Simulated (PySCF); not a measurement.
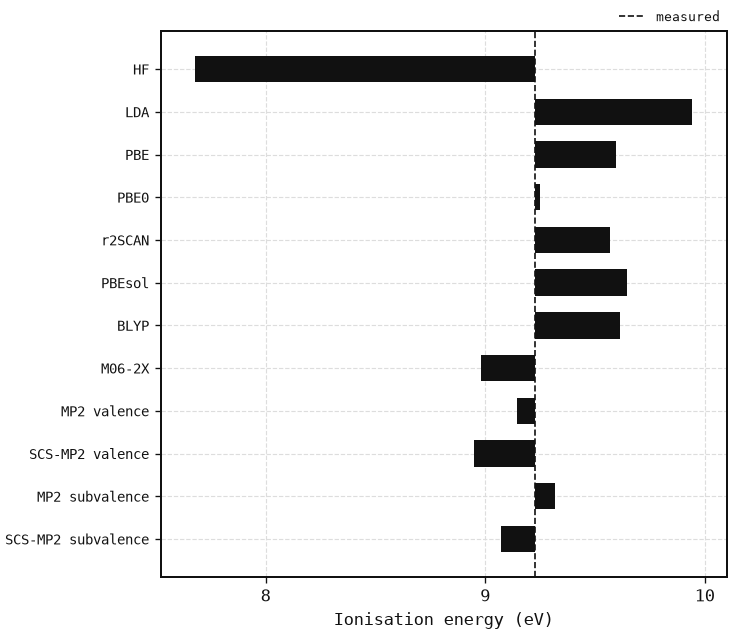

The ionisation energy of an atom or ion with 79 electrons in the configuration [Xe] 4f¹⁴ 5d¹⁰ 6s by several methods. PySCF, ANO-RCC-VTZP, spin-free X2C-1e, unrestricted single determinants, no spin-orbit coupling. Methods marked “valence” freeze 68 core electrons; methods marked “subvalence” freeze 60 core electrons.

Question: Name the element and charge.

Answer: Neutral gold. The values run from 7.68 eV (HF) to 9.94 eV (LDA). The measured value is 9.23 eV; nearest to it come PBE0 (+0.02) and MP2 valence (−0.08), furthest HF (−1.55 eV).
